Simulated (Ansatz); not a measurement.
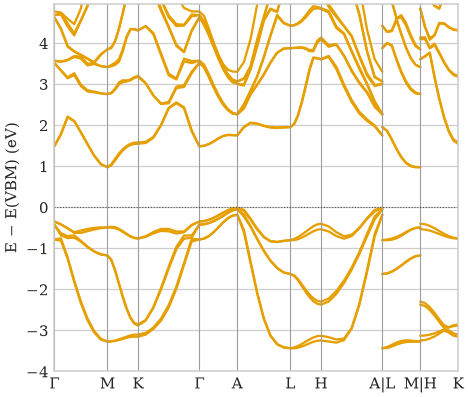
Fig. 1. Band structure from the program Ansatz at the r²SCAN with spin–orbit coupling level (PAW)

The gap is 0.96 eV; an edge lies off the plotted path or next to a special point (maximum on the H–A line, 96 % of the way from H, minimum off the standard path).

The material is BaAlGeH in space group P3m1 (No. 156; Ba on 1b, Al on 1a, Ge on 1c, H on 1a).

The workflow started from a Materials Project entry (that database holds measured and hypothetical structures alike); the Crystallography Open Database files this formula in space group No. 156, but the cells were not matched. Whether it is the stable phase at ambient conditions was not checked. The cell was relaxed with r²SCAN under the symmetry of its start; whether a distortion lowers the energy is not shown.

Potentials: the later of the program's two PAW sets.
